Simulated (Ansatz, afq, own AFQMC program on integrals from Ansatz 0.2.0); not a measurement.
# NH− (doublet): AFQMC on the coupled-cluster ladder at distance N1–H2 = 0.953 Å, 6-31++G**

How near does AFQMC come to the top of the ladder for NH− (doublet)?

The runs use Ansatz 0.2.0, Gaussian basis, and an in-house AFQMC program (afq) on its integrals; all values are calculated; 6-31++G**, frozen cores.

Plan: Full CI; PBE (unrestricted); r2SCAN (unrestricted); PBE0 (unrestricted); B3LYP (unrestricted); wB97M-V (unrestricted); B2PLYP (unrestricted); CCSD(T) on UHF; Full CI; Full CI (quartet); CCSDT(Q) on UHF; CCSDTQ on UHF; Phaseless AFQMC, CISD trial on UHF; Phaseless AFQMC, single-determinant trial on UHF; Free-projection AFQMC, CISD trial on UHF; Free-projection AFQMC, first-order trial on UHF.

5 further runs of the same task are left out: 5 that didn't finish.

### Step 1. The geometry

The geometry derives from a PBE0/def2-TZVPD stationary point (not a proven minimum). One bond is set to the value named and the two fragments are kept rigid.

2 atoms, charge -1, spin multiplicity 2.

Atoms are counted from 1 here; the program's logs count them from 0.

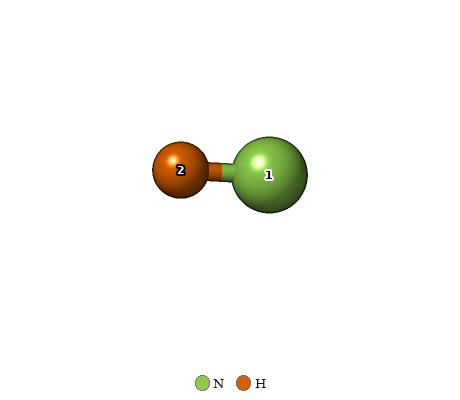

The structure; nitrogen green, hydrogen orange; atoms are numbered from 1 in the order of the file.

### Step 2. Full CI

The input, in.yaml:

```yaml
crystal:
  periodic: [false, false, false]
  atoms:
    - {symbol: N, position_ang: [0.000000, 0.000000, 0.000000]}
    - {symbol: H, position_ang: [0.000000, 0.000000, 0.953000]}
basis:
  gaussian: {orbitals: "6-31++G**"}
total_charge: -1
magnetization: {spin_polarized: false, initial_magnetization: 1}
correlation: {method: fci, electrons: outside_noble_gas}
```

Run with:

```sh
$ ansatz run in.yaml --threads 1 --pin off --events-out ev --progress --plain --max-ram 16896MiB --backend cuda --devices 0, --max-vram 18GiB
```

Log:

```text
Functional definition: HF
  name "HF"
  cite "Fock, Z. Phys. 61, 126 (1930) doi:10.1007/BF01340294"
  parent pbe
  exchange = exact_x
  correlation = 0
382 factors; integrals over basis functions are off by at most 1.2e-7 eV
mean field evaluation 1: about -1492.3718 eV, gradient 2.0e1 eV
mean field evaluation 2: about -1492.3719 eV, gradient 2.0e1 eV
mean field evaluation 4: about -1493.8927 eV, gradient 1.9e0 eV
mean field evaluation 8: about -1493.9145 eV, gradient 5.4e-4 eV
mean field evaluation 16: about -1493.9145 eV, gradient 1.6e-6 eV
mean field evaluation 32: about -1491.4916 eV, gradient 1.5e-1 eV
mean field -1493.91449404 eV, -54.9003450444 hartree, gradient 1.8e-6 eV, S^2 0.750000; 4 other end points of the search recorded, 0 dependent functions left out
mean field evaluation 64: about -1494.3035 eV, gradient 2.3e-4 eV
mean field evaluation 96: about -1493.2230 eV, gradient 4.2e0 eV
determinant -1493.91449404 eV, -54.9003450444 hartree, with singles and doubles -1498.64041382 eV, -55.0740193930 hartree
determinant -1491.49140234 eV, -54.8112980667 hartree, with singles and doubles -1495.66247585 eV, -54.9645821911 hartree
unrestricted determinant -1494.30352843 eV, -54.9146417944 hartree, S^2 1.7635
1 core orbitals not correlated: weight in the atoms' cores, before any rotation towards them, 1.000 or more for the frozen orbitals, at most 0.000 for the correlated occupied ones
reference -1493.91449404 eV, -54.9003450444 hartree; 4, 3 occupied and 20, 21 virtual orbitals, 382 factors
state -1498.78959728 eV, -55.0795017840 hartree
Total energy: -1498.78959728 eV, -55.0795017840 hartree
```

It took 4 s on 1 × NVIDIA H100 80GB HBM3 with 1 thread of AMD EPYC 7R13 (Zen 3), shared host.

From the report: 5,376,630 determinants, symmetry B2.

### Step 3. PBE (unrestricted)

in.yaml, as its differences from that of step 2:

```diff
@@ -8,3 +8,4 @@
 total_charge: -1
-magnetization: {spin_polarized: false, initial_magnetization: 1}
-correlation: {method: fci, electrons: outside_noble_gas}
+magnetization: {spin_polarized: true, initial_magnetization: 1}
+hamiltonian: {xc: {name: PBE}}
+output: {orbitals: {seedname: orbitals}}
```

Run with:

```sh
$ ansatz run in.yaml --threads 1 --pin off --events-out ev --progress --plain --max-ram 5632MiB --backend cpu
```

Log:

```text
Functional definition: PBE
  name "PBE"
  cite "Perdew, Burke & Ernzerhof, Phys. Rev. Lett. 77, 3865 (1996) doi:10.1103/PhysRevLett.77.3865"
  parent pbe
  parameter kappa = 0.804
  parameter beta = 0.06672455060314922
  exchange = pbe_x(kappa = kappa, mu = beta*pi^2/3)
  correlation = pbe_c(beta = beta)
262 factors; their error is unknown
mean field evaluation 1: about -1493.8952 eV, gradient 3.1e1 eV
mean field evaluation 2: about -1481.6603 eV, gradient 6.3e1 eV
mean field evaluation 4: about -1500.9563 eV, gradient 3.6e0 eV
mean field evaluation 8: about -1501.0296 eV, gradient 1.2e-1 eV
mean field evaluation 16: about -1501.0297 eV, gradient 2.1e-4 eV
mean field evaluation 32: about -1499.0619 eV, gradient 2.1e0 eV
mean field evaluation 64: about -1499.3746 eV, gradient 2.1e0 eV
mean field -1501.02971105 eV, -55.1618244465 hartree, gradient 1.0e-5 eV, S^2 0.754204; 9 other end points of the search recorded, 0 dependent functions left out
reference -1501.02974082 eV, -55.1618255407 hartree; 5, 4 occupied and 20, 21 virtual orbitals, 262 factors
Total energy: -1501.02974082 eV, -55.1618255407 hartree
```

Wall time 1.1 s (1 thread of AMD EPYC 7R13 (Zen 3), shared host).

From the report: ⟨S²⟩ of the determinant 0.754 (pure doublet: 0.75).

### Step 4. r2SCAN (unrestricted)

in.yaml, as its differences from that of step 3:

```diff
@@ -9,3 +9,2 @@
 magnetization: {spin_polarized: true, initial_magnetization: 1}
-hamiltonian: {xc: {name: PBE}}
-output: {orbitals: {seedname: orbitals}}
+hamiltonian: {xc: {name: r2SCAN}}
```

Launched as before.

Log:

```text
Functional definition: r2SCAN
  name "r2SCAN"
  cite "Furness, Kaplan, Ning, Perdew & Sun, J. Phys. Chem. Lett. 11, 8208 (2020) doi:10.1021/acs.jpclett.0c02405"
  cite "Furness, Kaplan, Ning, Perdew & Sun, J. Phys. Chem. Lett. 11, 9248 (2020) doi:10.1021/acs.jpclett.0c03077"
  parent r2scan
  parameter k0 = 0.174
  parameter k1 = 0.065
  parameter a1 = 4.9479
  exchange = r2scan_x(k0 = k0, k1 = k1, a1 = a1)
  correlation = r2scan_c
262 factors; their error is unknown
mean field evaluation 1: about -1501.1616 eV, gradient 1.3e1 eV
mean field evaluation 2: about -1499.3771 eV, gradient 2.3e1 eV
mean field evaluation 4: about -1501.9664 eV, gradient 4.3e-1 eV
mean field evaluation 8: about -1501.9609 eV, gradient 4.6e-3 eV
mean field evaluation 16: about -1501.7155 eV, gradient 5.8e0 eV
mean field evaluation 32: about -1500.8792 eV, gradient 1.6e0 eV
mean field -1501.96090204 eV, -55.1960450843 hartree, gradient 8.8e-6 eV, S^2 0.758206; 6 other end points of the search recorded, 0 dependent functions left out
reference -1501.96091696 eV, -55.1960456327 hartree; 5, 4 occupied and 20, 21 virtual orbitals, 262 factors
Total energy: -1501.96091696 eV, -55.1960456327 hartree
```

Run time: 1 s. Hardware: 1 thread of AMD EPYC 7R13 (Zen 3), shared host.

From the report: ⟨S²⟩ of the determinant 0.758 (pure doublet: 0.75).

### Step 5. PBE0 (unrestricted)

in.yaml, as its differences from that of step 4:

```diff
@@ -9,2 +9,3 @@
 magnetization: {spin_polarized: true, initial_magnetization: 1}
-hamiltonian: {xc: {name: r2SCAN}}
+hamiltonian: {xc: {name: PBE0}}
+output: {orbitals: {seedname: orbitals}}
```

The command is unchanged.

Log:

```text
Functional definition: PBE0
  name "PBE0"
  cite "Adamo & Barone, J. Chem. Phys. 110, 6158 (1999) doi:10.1063/1.478522"
  cite "Perdew, Burke & Ernzerhof, Phys. Rev. Lett. 77, 3865 (1996) doi:10.1103/PhysRevLett.77.3865"
  parent pbe
  parameter a = 0.25
  parameter kappa = 0.804
  parameter beta = 0.06672455060314922
  exchange = (1 - a)*pbe_x(kappa = kappa, mu = beta*pi^2/3) + a*exact_x
  correlation = pbe_c(beta = beta)
262 factors; their error is unknown
mean field evaluation 1: about -1499.8785 eV, gradient 1.4e1 eV
mean field evaluation 2: about -1498.5491 eV, gradient 2.3e1 eV
mean field evaluation 4: about -1501.0057 eV, gradient 2.3e-1 eV
mean field evaluation 8: about -1501.0078 eV, gradient 7.8e-3 eV
mean field evaluation 16: about -1500.7640 eV, gradient 1.5e0 eV
mean field -1501.00781580 eV, -55.1610198110 hartree, gradient 1.9e-5 eV, S^2 0.755604; 1 other end points of the search recorded, 0 dependent functions left out
reference -1501.00783859 eV, -55.1610206485 hartree; 5, 4 occupied and 20, 21 virtual orbitals, 262 factors
Total energy: -1501.00783859 eV, -55.1610206485 hartree
```

Wall time 0.28 s (1 thread of AMD EPYC 7R13 (Zen 3), shared host).

From the report: ⟨S²⟩ of the determinant 0.756 (pure doublet: 0.75).

### Step 6. B3LYP (unrestricted)

in.yaml, as its differences from that of step 5:

```diff
@@ -9,3 +9,2 @@
 magnetization: {spin_polarized: true, initial_magnetization: 1}
-hamiltonian: {xc: {name: PBE0}}
-output: {orbitals: {seedname: orbitals}}
+hamiltonian: {xc: {name: B3LYP}}
```

Same command.

Log (excerpt; [...] marks lines left out):

```text
Functional definition: B3LYP
  name "B3LYP"
  cite "Stephens, Devlin, Chabalowski & Frisch, J. Phys. Chem. 98, 11623 (1994) doi:10.1021/j100096a001"
  cite "Becke, Phys. Rev. A 38, 3098 (1988) doi:10.1103/PhysRevA.38.3098"
  cite "Lee, Yang & Parr, Phys. Rev. B 37, 785 (1988) doi:10.1103/PhysRevB.37.785"
  cite "Vosko, Wilk & Nusair, Can. J. Phys. 58, 1200 (1980) doi:10.1139/p80-159"
[...]
262 factors; their error is unknown
[...]
mean field -1503.01563619 eV, -55.2348058494 hartree, gradient 5.8e-5 eV, S^2 0.755699; 1 other end points of the search recorded, 0 dependent functions left out
reference -1503.01580129 eV, -55.2348119166 hartree; 5, 4 occupied and 20, 21 virtual orbitals, 262 factors
Total energy: -1503.01580129 eV, -55.2348119166 hartree
```

Wall time 0.31 s (1 thread of AMD EPYC 7R13 (Zen 3), shared host).

From the report: ⟨S²⟩ of the determinant 0.756 (pure doublet: 0.75).

### Step 7. wB97M-V (unrestricted)

in.yaml, as its differences from that of step 6:

```diff
@@ -9,2 +9,3 @@
 magnetization: {spin_polarized: true, initial_magnetization: 1}
-hamiltonian: {xc: {name: B3LYP}}
+hamiltonian: {xc: {name: wB97M-V}}
+output: {orbitals: {seedname: orbitals}}
```

Same command.

Log (excerpt; [...] marks lines left out):

```text
Functional definition: wB97M-V
  name "wB97M-V"
  cite "Mardirossian & Head-Gordon, J. Chem. Phys. 144, 214110 (2016) doi:10.1063/1.4952647"
  cite "Becke, J. Chem. Phys. 107, 8554 (1997) doi:10.1063/1.475007"
  cite "Vydrov & Van Voorhis, J. Chem. Phys. 133, 244103 (2010) doi:10.1063/1.3521275"
  # Of w^i u^j: cxij and so on, Table III.
[...]
  gx(w, u) = 1 - cx + cx01*u + cx10*w
  gss(w, u) = css00 + css04*u^4 + css10*w + css20*w^2 + css43*w^4*u^3
  gos(w, u) = cos00 + cos10*w + (cos20 + cos21*u)*w^2 + (cos60 + cos61*u)*w^6
[...]
      + integral(e_c_pw_mod_opposite_spin*gos(b97_w_opposite, b97_u_opposite)) + vv10(b, c)
262 factors; their error is unknown
58 factors; integrals over basis functions are off by at most 5.9e-5 eV
[...]
mean field -1502.24085402 eV, -55.2063331298 hartree, gradient 1.8e-5 eV, S^2 0.756279; 1 other end points of the search recorded, 0 dependent functions left out
reference -1502.24088971 eV, -55.2063344414 hartree; 5, 4 occupied and 20, 21 virtual orbitals, 262 factors
Total energy: -1502.24088971 eV, -55.2063344414 hartree
```

Run time: 0.79 s. Hardware: 1 thread of AMD EPYC 7R13 (Zen 3), shared host.

From the report: ⟨S²⟩ of the determinant 0.756 (pure doublet: 0.75).

### Step 8. B2PLYP (unrestricted)

in.yaml, as its differences from that of step 7:

```diff
@@ -9,3 +9,3 @@
 magnetization: {spin_polarized: true, initial_magnetization: 1}
-hamiltonian: {xc: {name: wB97M-V}}
-output: {orbitals: {seedname: orbitals}}
+hamiltonian: {xc: {name: B2PLYP}}
+correlation: {electrons: outside_noble_gas}
```

Launched as before.

Log (excerpt; [...] marks lines left out):

```text
Functional definition: B2PLYP
  name "B2PLYP"
  cite "Grimme, J. Chem. Phys. 124, 034108 (2006) doi:10.1063/1.2148954"
  cite "Becke, Phys. Rev. A 38, 3098 (1988) doi:10.1103/PhysRevA.38.3098"
  cite "Lee, Yang & Parr, Phys. Rev. B 37, 785 (1988) doi:10.1103/PhysRevB.37.785"
[...]
231 factors; integrals over basis functions are off by at most 1.4e-3 eV
[...]
mean field -1499.91252868 eV, -55.1207687519 hartree, gradient 5.8e-6 eV, S^2 0.759883; 0 other end points of the search recorded, 0 dependent functions left out
1 core orbitals not correlated: weight in the atoms' cores, before any rotation towards them, 1.000 or more for the frozen orbitals, at most 0.000 for the correlated occupied ones
reference -1499.91263283 eV, -55.1207725792 hartree; 4, 3 occupied and 20, 21 virtual orbitals, 231 factors
second order -5.28306040 eV of doubles, -0.00000000 eV of singles
Total energy: -1501.33905914 eV, -55.1731927791 hartree
```

Wall time 0.31 s (1 thread of AMD EPYC 7R13 (Zen 3), shared host).

From the report: ⟨S²⟩ of the determinant 0.760 (pure doublet: 0.75).

### Step 9. CCSD(T) on UHF

in.yaml, as its differences from that of step 8:

```diff
@@ -9,3 +9,2 @@
 magnetization: {spin_polarized: true, initial_magnetization: 1}
-hamiltonian: {xc: {name: B2PLYP}}
-correlation: {electrons: outside_noble_gas}
+correlation: {method: ccsd_t, electrons: outside_noble_gas, hamiltonian_folder: ham}
```

Run with:

```sh
$ ansatz run in.yaml --threads 1 --pin off --events-out ev --progress --plain --max-ram 16896MiB --backend cuda --devices 0, --max-vram 18GiB
```

Log (excerpt; [...] marks lines left out):

```text
Functional definition: HF
  name "HF"
  cite "Fock, Z. Phys. 61, 126 (1930) doi:10.1007/BF01340294"
  parent pbe
[...]
231 factors; integrals over basis functions are off by at most 1.4e-3 eV
[...]
a density is far from that of the atoms, so the factors are made again for it
240 factors; integrals over basis functions are off by at most 1.4e-3 eV
[...]
mean field -1494.30352618 eV, -54.9146417117 hartree, gradient 1.9e-6 eV, S^2 1.763523; 14 other end points of the search recorded, 0 dependent functions left out
determinant -1494.30352618 eV, -54.9146417117 hartree, with singles and doubles -1497.77275205 eV, -55.0421334109 hartree
determinant -1494.02428477 eV, -54.9043797794 hartree, with singles and doubles -1498.64258254 eV, -55.0740990920 hartree
determinant -1493.46600990 eV, -54.8838635561 hartree, with singles and doubles -1497.21467371 eV, -55.0216244104 hartree
determinant -1491.49314239 eV, -54.8113620124 hartree, with singles and doubles -1495.66269550 eV, -54.9645902629 hartree
determinant -1494.30352618 eV, -54.9146417117 hartree, with singles and doubles -1497.77463555 eV, -55.0422026284 hartree
determinant -1494.02428477 eV, -54.9043797794 hartree, with singles and doubles -1498.64553285 eV, -55.0742075137 hartree
1 core orbitals not correlated: weight in the atoms' cores, before any rotation towards them, 1.000 or more for the frozen orbitals, at most 0.000 for the correlated occupied ones
reference -1494.02428477 eV, -54.9043797794 hartree; 4, 3 occupied and 20, 21 virtual orbitals, 240 factors
second order -4.22343180 eV of doubles, -0.00000000 eV of singles
cycle   1  -4.62124631 eV  change    1.8e-6 eV  update   2.8e-6
perturbative correction -0.11560238 eV, -0.0042483090 hartree
Total energy: -1498.76113346 eV, -55.0784557580 hartree
```

Wall time 3.8 s (1 × NVIDIA H100 80GB HBM3 with 1 thread of AMD EPYC 7R13 (Zen 3), shared host).

From the report: ⟨S²⟩ of the determinant 0.780 (pure doublet: 0.75); correlation -4.7368 eV; T1 0.023; largest double amplitude 0.08.

This run also writes the integrals to the folder ham.

### Step 10. Full CI

The input, in.yaml:

```yaml
hamiltonian:
  integrals:
    folder: ../ham
correlation: {method: fci}
```

The command is unchanged.

Log:

```text
Functional definition: HF
  name "HF"
  cite "Fock, Z. Phys. 61, 126 (1930) doi:10.1007/BF01340294"
  parent pbe
  exchange = exact_x
  correlation = 0
reference -1494.02428477 eV, -54.9043797794 hartree; 4, 3 occupied and 20, 21 virtual orbitals, 240 factors
state -1498.79021977 eV, -55.0795246599 hartree
Total energy: -1498.79021977 eV, -55.0795246599 hartree
```

It took 3.5 s on 1 × NVIDIA H100 80GB HBM3 with 1 thread of AMD EPYC 7R13 (Zen 3), shared host.

From the report: 5,376,630 determinants.

### Step 11. Full CI (quartet)

The input, in.yaml:

```yaml
crystal:
  periodic: [false, false, false]
  atoms:
    - {symbol: N, position_ang: [0.000000, 0.000000, 0.000000]}
    - {symbol: H, position_ang: [0.000000, 0.000000, 0.953000]}
basis:
  gaussian: {orbitals: "6-31++G**"}
total_charge: -1
magnetization: {spin_polarized: false, initial_magnetization: 3}
correlation: {method: fci, electrons: outside_noble_gas}
```

The command is unchanged.

Log (excerpt; [...] marks lines left out):

```text
Functional definition: HF
  name "HF"
  cite "Fock, Z. Phys. 61, 126 (1930) doi:10.1007/BF01340294"
  parent pbe
[...]
382 factors; integrals over basis functions are off by at most 1.2e-7 eV
[...]
a density is far from that of the atoms, so the factors are made again for it
389 factors; integrals over basis functions are off by at most 1.1e-7 eV
[...]
mean field -1494.20779835 eV, -54.9111237788 hartree, gradient 1.7e-6 eV, S^2 3.750000; 1 other end points of the search recorded, 0 dependent functions left out
[...]
1 core orbitals not correlated: weight in the atoms' cores, before any rotation towards them, 1.000 or more for the frozen orbitals, at most 0.000 for the correlated occupied ones
reference -1494.20779835 eV, -54.9111237788 hartree; 5, 2 occupied and 19, 22 virtual orbitals, 389 factors
state -1497.93427772 eV, -55.0480693699 hartree
Total energy: -1497.93427772 eV, -55.0480693699 hartree
```

Run time: 4.8 s. Hardware: 1 × NVIDIA H100 80GB HBM3 with 1 thread of AMD EPYC 7R13 (Zen 3), shared host.

From the report: 2,943,076 determinants, symmetry A2.

### Step 12. CCSDT(Q) on UHF

in.yaml, as its differences from that of step 11:

```diff
@@ -8,3 +8,3 @@
 total_charge: -1
-magnetization: {spin_polarized: false, initial_magnetization: 3}
-correlation: {method: fci, electrons: outside_noble_gas}
+magnetization: {spin_polarized: true, initial_magnetization: 1}
+correlation: {method: ccsdt_q, electrons: outside_noble_gas}
```

The command is unchanged.

Log (excerpt; [...] marks lines left out):

```text
Functional definition: HF
  name "HF"
  cite "Fock, Z. Phys. 61, 126 (1930) doi:10.1007/BF01340294"
  parent pbe
[...]
382 factors; integrals over basis functions are off by at most 1.2e-7 eV
[...]
a density is far from that of the atoms, so the factors are made again for it
389 factors; integrals over basis functions are off by at most 1.1e-7 eV
[...]
mean field -1494.30352842 eV, -54.9146417942 hartree, gradient 1.8e-6 eV, S^2 1.763523; 13 other end points of the search recorded, 0 dependent functions left out
determinant -1494.30352842 eV, -54.9146417942 hartree, with singles and doubles -1497.77275610 eV, -55.0421335600 hartree
determinant -1494.02428856 eV, -54.9043799186 hartree, with singles and doubles -1498.64258745 eV, -55.0740992722 hartree
determinant -1493.46601266 eV, -54.8838636577 hartree, with singles and doubles -1497.21467671 eV, -55.0216245204 hartree
determinant -1491.49314448 eV, -54.8113620895 hartree, with singles and doubles -1495.66270095 eV, -54.9645904633 hartree
determinant -1494.30352842 eV, -54.9146417942 hartree, with singles and doubles -1497.77463967 eV, -55.0422027797 hartree
determinant -1494.02428856 eV, -54.9043799186 hartree, with singles and doubles -1498.64553775 eV, -55.0742076939 hartree
1 core orbitals not correlated: weight in the atoms' cores, before any rotation towards them, 1.000 or more for the frozen orbitals, at most 0.000 for the correlated occupied ones
reference -1494.02428856 eV, -54.9043799186 hartree; 4, 3 occupied and 20, 21 virtual orbitals, 389 factors
second order -4.22344092 eV of doubles, -0.00000000 eV of singles
cycle   1  -4.43899604 eV  change   -2.2e-1 eV  update   6.8e-2
[...]
cycle  22  -4.75331926 eV  change   -5.6e-7 eV  update   2.9e-7
perturbative correction -0.01361007 eV, -0.0005001607 hartree
Total energy: -1498.79121789 eV, -55.0795613403 hartree
```

It took 5.5 s on 1 × NVIDIA H100 80GB HBM3 with 1 thread of AMD EPYC 7R13 (Zen 3), shared host.

From the report: ⟨S²⟩ of the determinant 0.780 (pure doublet: 0.75); correlation -4.7669 eV; T1 0.024; largest double amplitude 0.09.

### Step 13. CCSDTQ on UHF

in.yaml, as its differences from that of step 12:

```diff
@@ -9,2 +9,2 @@
 magnetization: {spin_polarized: true, initial_magnetization: 1}
-correlation: {method: ccsdt_q, electrons: outside_noble_gas}
+correlation: {method: ccsdtq, electrons: outside_noble_gas}
```

Same command.

Log (excerpt; [...] marks lines left out):

```text
Functional definition: HF
  name "HF"
  cite "Fock, Z. Phys. 61, 126 (1930) doi:10.1007/BF01340294"
  parent pbe
[...]
382 factors; integrals over basis functions are off by at most 1.2e-7 eV
[...]
a density is far from that of the atoms, so the factors are made again for it
389 factors; integrals over basis functions are off by at most 1.1e-7 eV
[...]
mean field -1494.30352842 eV, -54.9146417942 hartree, gradient 1.8e-6 eV, S^2 1.763523; 13 other end points of the search recorded, 0 dependent functions left out
determinant -1494.30352842 eV, -54.9146417942 hartree, with singles and doubles -1497.77275610 eV, -55.0421335600 hartree
determinant -1494.02428856 eV, -54.9043799186 hartree, with singles and doubles -1498.64258745 eV, -55.0740992722 hartree
determinant -1493.46601266 eV, -54.8838636577 hartree, with singles and doubles -1497.21467671 eV, -55.0216245204 hartree
determinant -1491.49314448 eV, -54.8113620895 hartree, with singles and doubles -1495.66270095 eV, -54.9645904633 hartree
determinant -1494.30352842 eV, -54.9146417942 hartree, with singles and doubles -1497.77463967 eV, -55.0422027797 hartree
determinant -1494.02428856 eV, -54.9043799186 hartree, with singles and doubles -1498.64553775 eV, -55.0742076939 hartree
1 core orbitals not correlated: weight in the atoms' cores, before any rotation towards them, 1.000 or more for the frozen orbitals, at most 0.000 for the correlated occupied ones
reference -1494.02428856 eV, -54.9043799186 hartree; 4, 3 occupied and 20, 21 virtual orbitals, 389 factors
second order -4.22344092 eV of doubles, -0.00000000 eV of singles
cycle   1  -4.43899604 eV  change   -2.2e-1 eV  update   6.9e-2
[...]
cycle  23  -4.76570469 eV  change   -1.9e-7 eV  update   4.8e-7
Total energy: -1498.78999325 eV, -55.0795163357 hartree
```

Run time: 12 s. Hardware: 1 × NVIDIA H100 80GB HBM3 with 1 thread of AMD EPYC 7R13 (Zen 3), shared host.

From the report: ⟨S²⟩ of the determinant 0.780 (pure doublet: 0.75); correlation -4.7657 eV; T1 0.023; largest double amplitude 0.09.

(Part 1 of 2 ends here.)
